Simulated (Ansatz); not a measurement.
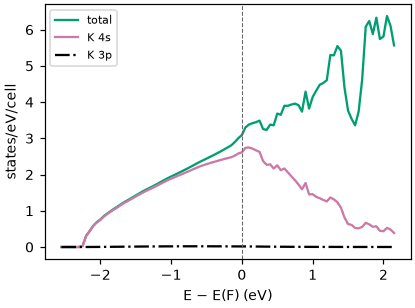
Fig. 1. Total and projected density of states of K (dhcp (α-La type), P6_3/mmc), r²SCAN (plane waves, PAW; program Ansatz)

Q: Which orbitals carry the states next to the Fermi level?

A: Within 0.5 eV of the Fermi level: K 4s 81 %, outside the projected shells 19 %. Projections are on Löwdin-orthogonalised atomic valence shells; empty p or d shells of many metals are not among them.

The workflow started from a Materials Project entry (that database holds measured and hypothetical structures alike); the Crystallography Open Database copy checked does not list it. It is not the phase usual at ambient conditions (space group No. 229). The r²SCAN relaxation kept the symmetry of its start; whether a distortion lowers the energy is not shown.

Potentials: the later of the program's two PAW sets.
